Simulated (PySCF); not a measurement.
```xyz
8

Al   -0.0494   -0.4455   -1.7902
F    -1.3790   -1.1919   -1.1450
F     0.2831   -0.6329   -3.3948
S     1.2030    0.7447   -0.5123
Si    0.1739    0.4027    1.3629
H    -1.2225    0.9184    1.3135
H     0.9634    1.1642    2.3703
H     0.1659   -1.0452    1.7119
```

Geometry: PBE0-D3(BJ)/def2-SVP.

Method: PBE0/pcSseg-1 Al:pcSseg-2, SCF density, gas phase, non-relativistic (PySCF 2.14.0).

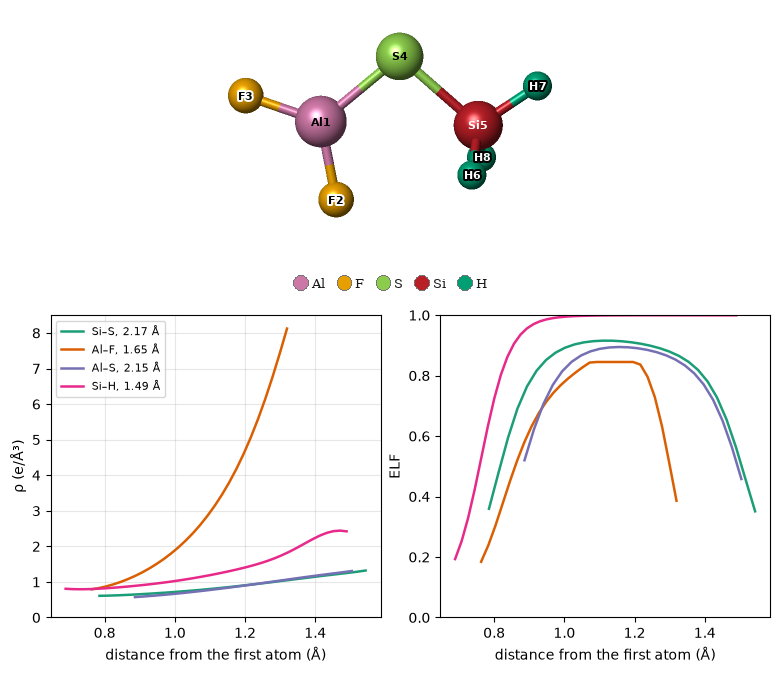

AlF2H3SSi. Total electron density and ELF along straight lines between neighbouring atoms. The curves leave out the atomic cores. The structure is drawn too.

What can be read from the curves?

Si–S (2.17 Å): ρ at the midpoint is about 0.79 e/Å³; the ELF peaks at about 0.90 between the atoms (a covalent bond).
Al–F (1.65 Å): ρ at the midpoint is about 0.93 e/Å³; the ELF peaks at about 0.85 in the valence shell of F, 0.6 Å from its nucleus, and is about 0.40 at the midpoint.
Al–S (2.15 Å): ρ is about 0.74 e/Å³ halfway; the ELF peaks at about 0.90 in the valence shell of S, 1.0 Å from its nucleus, and is about 0.90 at the midpoint.
Si–H (1.49 Å): ρ is about 0.8 e/Å³ halfway; the ELF climbs to about 1 towards the hydrogen, as it does in any bond to H.
